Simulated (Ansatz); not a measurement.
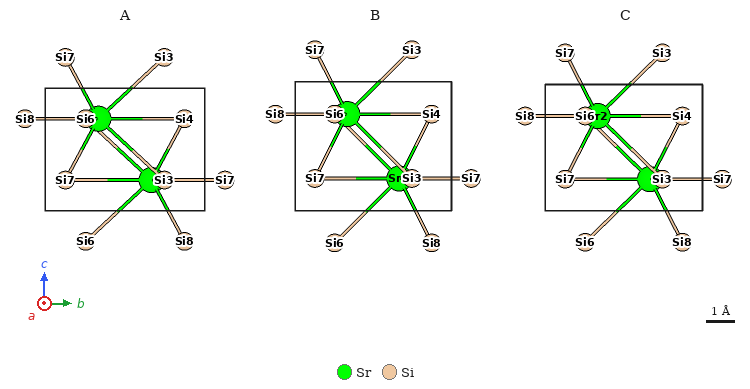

3 geometries from one relaxation of crystalline SrSi3 (built on the Ni3Sn (D0_19)_194 type), in shuffled order. Style: ball-and-stick. Shown: the cell of the calculation, along the a axis.

Case: Ni3Sn (D0_19) type (P6_3/mmc, No. 194).

All numbers below come from DFT PBE, scalar-relativistic, plane waves, PAW in Ansatz 0.2.0. Settings: plane-wave cutoff 420 eV; k-point mesh 6 × 6 × 8; occupations gaussian; smearing width 0.1 eV; no spin polarisation; cell and atoms relaxed; force threshold 0.01 eV/Å; at most 80 steps.

Q: Order the frames from highest to lowest energy.

A: A, C, B. They are steps 0, 1, 6, at +0.227 eV per cell of the calculation, +58.8 meV per cell of the calculation relative to the last. The largest moves relative to the cell, 0.005 Å, are those of Si atoms. Sr stays in place. The volume changes by +0.7 %, with a = b 6.663 → 6.524 Å (−2.1 %), c 4.433 → 4.656 Å (+5.0 %). Near-neighbour distances that change, for instance: Si–Sr 3.363 → 3.294 Å, Si–Si 2.535 → 2.473 Å, Si–Sr 3.255 → 3.300 Å. Among the angles between lasting bonds that change: Sr–Si–Sr 85.8° → 89.7°. The space group stays P6_3/mmc (No. 194). After 3 accepted moves (6 points after the start) the energy has fallen by 0.227 eV per cell of the calculation. The largest force component goes from 0.11 to 0.0033 eV/Å. The pressure goes from 0.39 to −0.02 GPa. The line search rejected the trial steps at points 2, 4 of the run. At 1 point the geometry stayed and the basis and grid were re-selected for the new cell (energy shift of 0.8 meV per cell of the calculation at most each time).
